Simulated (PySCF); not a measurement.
**Frequency calculation, with input and output: CH7NSi**

System: CH7NSi, SMILES C[SiH2]N.
Method: HF/def2-SVP, RHF (PySCF 2.14.0).

The geometry was optimised with HF/def2-SVP saddle symmetrised.

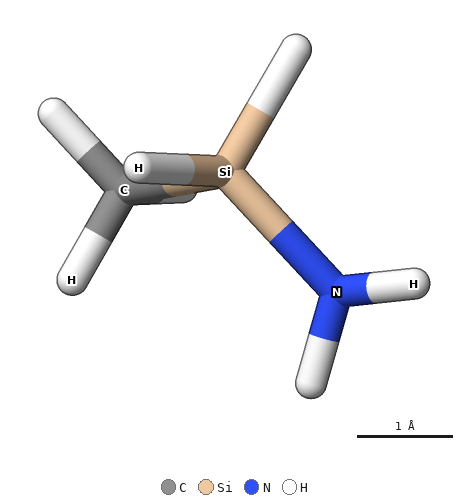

*The input geometry (stick view, seen at a tilt).*

Summary

```tsv
quantity	value
outcome	converged
total energy	−385.194951 hartree
basis functions	81
HOMO	−10.60 eV
LUMO	4.59 eV
zero-point energy	0.083820 hartree
dipole moment	1.08 D
wavenumbers, lowest and highest	161 and 3884 cm⁻¹
hardware	1 thread of Intel Xeon @ 2.50GHz (Skylake/Cascade Lake), 189 GiB of memory available, shared host
wall time	87 s (CPU time 52 s; the host was busy)
peak memory	0.63 GiB
```

Input (input.py)
```python
import numpy
from pyscf import gto, scf, symm
from pyscf.hessian import thermo

molecule = gto.Mole()
molecule.atom = [
    ('C', (-0.573346, 0.452328, -1.459429)),
    ('Si', (-0.249757, -0.413922, 0.177886)),
    ('N', (1.014031, 0.404971, 1.028674)),
    ('H', (-1.382258, -0.038578, -2.006000)),
    ('H', (0.315113, 0.431096, -2.096434)),
    ('H', (-0.849271, 1.496728, -1.299744)),
    ('H', (0.037330, -1.848592, -0.110235)),
    ('H', (-1.449521, -0.384774, 1.050649)),
    ('H', (1.893604, 0.593388, 0.587715)),
    ('H', (1.134986, 0.266744, 2.013230)),
]
molecule.verbose = 3
molecule.max_memory = 1860
molecule.spin = 0
molecule.basis = 'def2-svp'
molecule.build()

mf = scf.RHF(molecule)
mf = mf.density_fit(auxbasis='cc-pvtz-jkfit')
mf.kernel()

etot = mf.e_tot
print('E = %.10f Eh' % etot)
hess = mf.Hessian().kernel()
modes = thermo.harmonic_analysis(molecule, hess)
print('frequencies (1/cm)', numpy.round(modes['freq_wavenumber'], 1))
symm.geom.TOLERANCE = 1e-3  # for the symmetry number
th = thermo.thermo(mf, modes['freq_au'], 298.15, 101325)
thermo.dump_thermo(molecule, th)
```

Launch command:
```bash
OMP_NUM_THREADS=1 python input.py
```

What the program printed
```
converged SCF energy = -385.194951364983
E = -385.1949513650 Eh
frequencies (1/cm) [ 161.5  175.3  278.5  409.9  538.8  701.   707.4  804.5  870.1  943.5
  947.1 1034.2 1072.7 1396.  1554.7 1557.2 1689.4 2267.6 2323.1 3166.7
 3252.8 3266.8 3790.3 3884.1]
temperature 298.1500 [K]
pressure 101325.00 [Pa]
Rotational constants [GHz] 18.15847 6.31149 5.15576
Symmetry number 1
Zero-point energy (ZPE) 0.08382 [Eh]   220070.148 [J/mol]
                           tot       elec      trans        rot        vib
Entropy [J/mol/K]       298.756      0.000    160.048     99.632     39.076
Cv [J/mol/K]             78.167      0.000     12.472     12.472     53.224
Cp [J/mol/K]             86.481      0.000     20.786     12.472     53.224
Internal energy [J/mol]                      3718.434   3718.434 227151.555
Internal energy [Eh]   -385.10560  -385.19495
Enthalpy [J/mol]                             6197.391   3718.434 227151.555
Enthalpy [Eh]          -385.10466
Gibbs free energy [J/mol]                  -41520.870 -25986.936 215501.074
Gibbs free energy [Eh] -385.13858
```

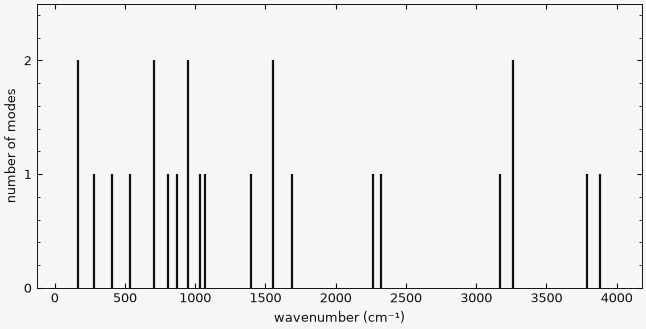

*Harmonic vibrational wavenumbers from the force constants; neighbouring modes closer than 17 cm⁻¹ are counted in one stick.*

24 modes from 161 to 3884 cm⁻¹, none imaginary.

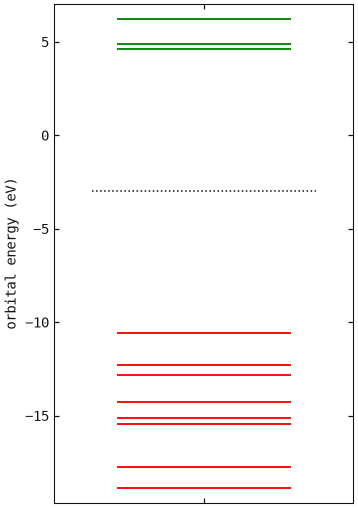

*Orbital energies near the frontier; the dotted line parts filled from empty levels, and levels within 0.02 eV of each other stand side by side.*

Highest filled −10.60 eV, lowest empty 4.59 eV, 15.19 eV apart.
